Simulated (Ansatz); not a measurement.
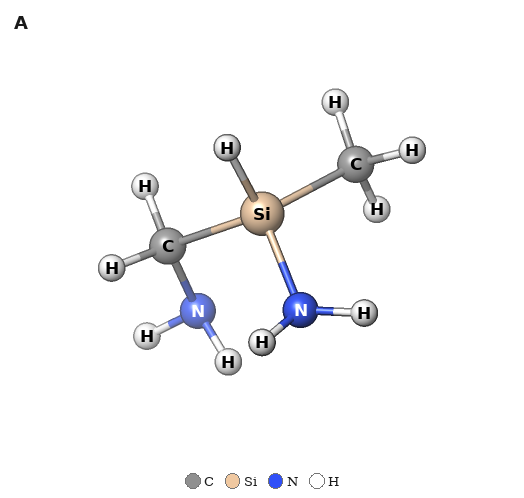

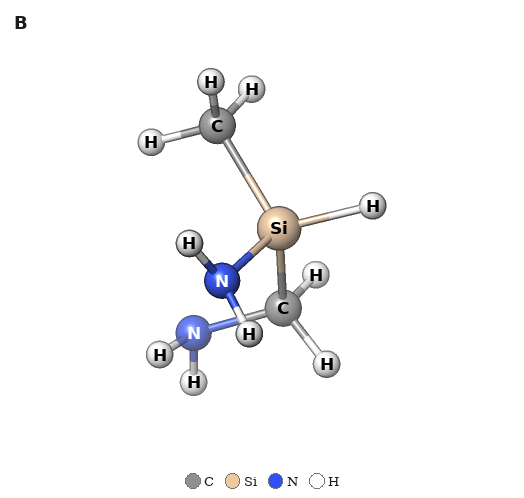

Depth is shown by fading: the farther an atom, the more it takes the colour of the background. The geometry was computed by an optimisation with PBE0-D4/def2-TZVP. No frequency run is at hand to confirm it as a minimum.

Are A and B the same structure? If not, how do they differ?

Answer. No. They are enantiomers, mirror images that no rotation superimposes: A is C[Si@H](N)CN (S), B is C[Si@@H](N)CN (R). Their energies are equal.
